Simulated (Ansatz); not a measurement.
# G0W0 on several functionals: Diamond (Fd-3m, 2 atoms a cell), part 2 of 2

One-shot GW is not self-consistent; how far does the start matter for Diamond (Fd-3m, 2 atoms a cell)?

Ansatz 0.2.0; G0W0 on several functionals, plane waves, PAW. Known limits of the many-body steps: not at the basis limit.

So far. Step 2 (G0W0 on LDA): The gap on the mesh goes from 4.13 eV to 5.54 eV, a correction of +1.42 eV. Between the two edge states, bare exchange in place of the xc potential would open the gap by 7.75 eV, and correlation takes back 6.33 eV. Step 3 (G0W0 on PBE): Against the run with 12×12×12 mesh, 101 empty bands, screening to 250 eV, hard PAW files on LDA, the gap moves by +0.03 eV, while the start moved by +0.03 eV.

In doubt: masses and optical values from hybrid runs of this build are listed as unsure (steps 4, 5), which bears on the screening that GW takes from such a start.

## (4) G0W0 on HSE06

This step: G0W0 on HSE06, plane waves, PAW.

Contents of input.yaml:

```yaml
crystal:
  lattice:
    - [0.0, 1.78337, 1.78337]
    - [1.78337, 0.0, 1.78337]
    - [1.78337, 1.78337, 0.0]
  atoms:
    - { symbol: C, position: [0.0, 0.0, 0.0] }
    - { symbol: C, position: [0.25, 0.25, 0.25] }
kpoints:
  mp_grid: { grid: [12, 12, 12] }
hamiltonian:
  xc: hse06
  pseudopotentials: { kind: paw, source: ansatz }
scf:
  occupations: { method: fixed }
gw:
  n_empty_bands: 101
  ecut_chi: 250
  qp_bands: [v2, c2]
  qp_kpoints: band_edges
  screening: { model: contour_deformation }
```

The run is started by

```console
$ ansatz run input.yaml --threads 4 --pin off --max-ram 138240MiB --backend cuda --events-out ev --progress --plain --runs-dir out --devices 1 --max-vram 26GiB
```

Numbers of over 12 decimals in the logs are rounded to 6 here.

Output:

```text
GPUs: using 1 of 1 available (devices: 1).
[...]
davidson cushion auto → on  (no smearing: the cushion is to keep the highest requested band from converging to the state above it; pin scf.eigensolver.cushion to override)
[...]
GPU FFT provider: cuFFT
GPU libraries: cuBLAS 13.8.2, cuFFT 12.4.0, cuSOLVER 12.3.4
Crystal: 2 atoms, lattice volume = 11.344 Å³
Basis set: ecut = 820 eV, 609 PW (Γ)
[...]
1     5     20.1718   -10.1210    -5.0839   -15.5631  0.8449    20.5304    20.5299  root
     1     6     20.1718   -10.1210    -5.0839   -15.5631  0.8449    20.5304    20.5299  root
[...]
71     3      3.7112   -20.7266     3.5775   -16.7384  0.8117     3.2993     3.3005  root
    71     4      3.7112   -20.7266     3.5775   -16.7384  0.8117     3.2993     3.3005  root
    71     5     24.9039    -7.5629    -5.9829   -13.6936  0.8386    25.0518    25.0517  root
    71     6     24.9039    -7.5629    -5.9829   -13.6936  0.8386    25.0518    25.0517  root
[key lines of the parts left out:]
Free energy (F): -501.765097 eV
Fermi energy:    12.742588 eV
```

Elapsed: 2.5 min, on 1 × NVIDIA H100 80GB HBM3 (shared by 3 runs) with 4 threads of AMD EPYC 7R13 (Zen 3), shared host; peak memory 2.1 GiB.

This step gave:

```yaml
bands_summed: 105
rpa_eps_infinity_on_this_mesh_eigenvalues: 4.828, 4.828, 4.828
plane_waves_in_the_screening_matrix: 113
g0w0_gap_on_the_mesh: 5.982 eV
k_of_the_valence_top: 0, 0, 0
k_of_the_conduction_bottom: 0, 0.3333, 0.3333
starting_gap_on_the_mesh: 5.316 eV
least_direct_g0w0_gap_on_the_computed_points: 7.838 eV
```

Against the run with 12×12×12 mesh, 101 empty bands, screening to 250 eV, hard PAW files on PBE, the gap moves by +0.41 eV, while the start moved by +1.16 eV.

## (5) G0W0 on PBE0

This step: G0W0 on PBE0, plane waves, PAW.

input.yaml, as its differences from that of step 4:

```diff
@@ -11,3 +11,3 @@
 hamiltonian:
-  xc: hse06
+  xc: pbe0
   pseudopotentials: { kind: paw, source: ansatz }
```

Output:

```text
GPUs: using 1 of 1 available (devices: 1).
[...]
GPU FFT provider: cuFFT
GPU libraries: cuBLAS 13.8.2, cuFFT 12.4.0, cuSOLVER 12.3.4
Crystal: 2 atoms, lattice volume = 11.344 Å³
Basis set: ecut = 820 eV, 609 PW (Γ)
Bands: 8, of which v1, the nominal top of the filled ones, is band 4 counted from 1 (3 counted from 0)
Symmetry: 48 space group operations
[...]
k-points: 72 of 1728
[...]
1     5     20.5356   -10.1133    -5.0046   -15.2005  0.8506    20.6182    20.6182  root
     1     6     20.5356   -10.1133    -5.0046   -15.2005  0.8506    20.6182    20.6182  root
[...]
71     3      3.2916   -20.7317     3.4507   -17.1644  0.8204     3.1749     3.1750  root
    71     4      3.2916   -20.7317     3.4507   -17.1644  0.8204     3.1749     3.1750  root
    71     5     25.3090    -7.5585    -5.8707   -13.2863  0.8452    25.1661    25.1660  root
    71     6     25.3090    -7.5585    -5.8707   -13.2863  0.8452    25.1661    25.1660  root
[key lines of the parts left out:]
Free energy (F): -501.878648 eV
Fermi energy:    12.378354 eV
```

It took 2.1 min on 1 × NVIDIA H100 80GB HBM3 (shared by 3 runs) with 4 threads; peak memory 2 GiB.

Numbers from this step:

```yaml
bands_summed: 105
rpa_eps_infinity_on_this_mesh_eigenvalues: 4.606, 4.606, 4.606
plane_waves_in_the_screening_matrix: 113
g0w0_gap_on_the_mesh: 6.121 eV
k_of_the_valence_top: 0, 0, 0
k_of_the_conduction_bottom: 0, 0.3333, 0.3333
starting_gap_on_the_mesh: 6.060 eV
least_direct_g0w0_gap_on_the_computed_points: 7.982 eV
```

Against the run with 12×12×12 mesh, 101 empty bands, screening to 250 eV, hard PAW files on HSE06, the gap moves by +0.14 eV, while the start moved by +0.74 eV.

## (6) The starts together

All on the 12×12×12 mesh with 101 empty bands and screening to 250 eV. Times are wall times on 1 × NVIDIA H100 80GB HBM3 (shared by 3 runs) with 4 threads of AMD EPYC 7R13 (Zen 3), shared host, good to a factor of about two.

| start | starting gap (eV) | shift (eV) | G0W0 gap (eV) | RPA ε∞ (harmonic mean) | Z (valence, conduction) | time |
| --- | --- | --- | --- | --- | --- | --- |
| LDA | 4.13 | +1.42 | 5.54 | 5.57 | 0.83, 0.84 | 1.7 min |
| PBE | 4.16 | +1.42 | 5.58 | 5.54 | 0.83, 0.84 | 91 s |
| HSE06 | 5.32 | +0.67 | 5.98 | 4.83 | 0.85, 0.86 | 2.5 min |
| PBE0 | 6.06 | +0.06 | 6.12 | 4.61 | 0.85, 0.86 | 2.1 min |

How the two edges are built up, in eV (the quasiparticle level is the starting level plus Σx plus Σc less Vxc):

| run | edge | start | Σx | Σc | Vxc | Z | QP |
| --- | --- | --- | --- | --- | --- | --- | --- |
| LDA | valence top | 13.10 | -20.03 | 1.33 | -18.01 | 0.83 | 12.42 |
| LDA | conduction bottom | 17.23 | -9.80 | -5.00 | -15.53 | 0.84 | 17.96 |
| PBE | valence top | 13.36 | -20.05 | 1.39 | -17.77 | 0.83 | 12.47 |
| PBE | conduction bottom | 17.52 | -9.77 | -4.96 | -15.26 | 0.84 | 18.05 |
| HSE06 | valence top | 12.74 | -20.13 | 1.35 | -18.29 | 0.85 | 12.25 |
| HSE06 | conduction bottom | 18.06 | -9.59 | -4.76 | -14.52 | 0.86 | 18.23 |
| PBE0 | valence top | 12.38 | -20.14 | 1.29 | -18.65 | 0.85 | 12.19 |
| PBE0 | conduction bottom | 18.44 | -9.58 | -4.69 | -14.14 | 0.86 | 18.31 |

For a hybrid start, Vxc holds its share of exact exchange.

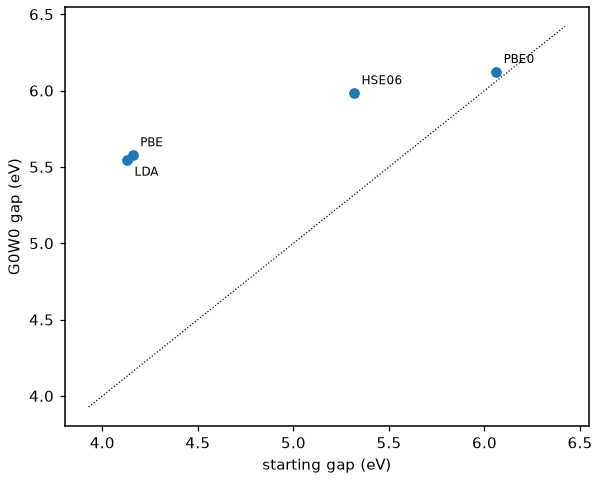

G0W0 gap against starting gap; on the dotted line the correction would vanish.

## (7) Outcome

| Quantity | Value |
| --- | --- |
| G0W0@LDA | 5.54 eV (start 4.13 eV) |
| G0W0@PBE | 5.58 eV (start 4.16 eV) |
| G0W0@HSE06 | 5.98 eV (start 5.32 eV) |
| G0W0@PBE0 | 6.12 eV (start 6.06 eV) |
| known limits | not at the basis limit |

The starting gaps span 1.93 eV and the G0W0 gaps 0.58 eV. Between LDA and PBE0, 0.58 eV of the 1.93 eV survives, 30 %. PBE0 screens less than LDA (ε∞ 4.61 against 5.57). Of the 0.58 eV by which its G0W0 gap is higher, the correlation part gives +0.36 eV, and exchange with the one-particle terms, which follow the orbitals, +0.22 eV. The smallest correction, +0.06 eV, is on PBE0, the start nearest to reproducing itself. Bands and cutoff are finite, so the gap is not at the basis limit. The miss can reach some tenths of an eV and take either sign; the mesh is an error of its own.

[Paths, hosts, dates, memory and timing lines, banners, echoed tables and standing remarks are left out of the program output.]

[Logs are printed without paths, hosts, clocks, repeated set-up lines and the standing remarks that a program may print on its own settings, such as how far it seeks lower states.]

[Runs of the session that timed out or met a known fault of the program may be left out.]

[Cells called generated may have been cut or substituted from an entry of the Crystallography Open Database or the Materials Project.]

[Hosts, paths, dates, database ids (printed as entryN), source tags and the programs' standing remarks are cut or masked in the printed files.]
